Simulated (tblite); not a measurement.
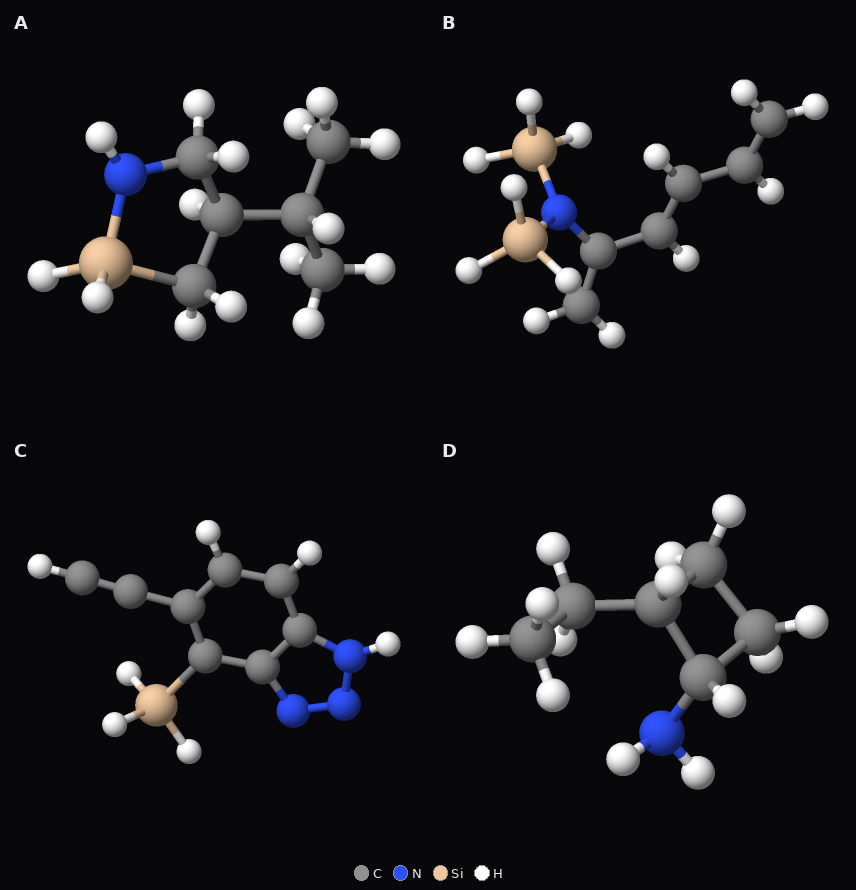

The picture comes from a calculation with tblite.

Which panel belongs to which SMILES?
(1) CC(C)[C@@H]1CN[SiH2]C1
(2) CC[C@@H]1CC[C@@H]1N
(3) C#Cc1ccc2[nH]nnc2c1[SiH3]
(4) C=C/C=C/C(=C)N([SiH3])[SiH3]

Answer. A is (1), B is (4), C is (3), D is (2).
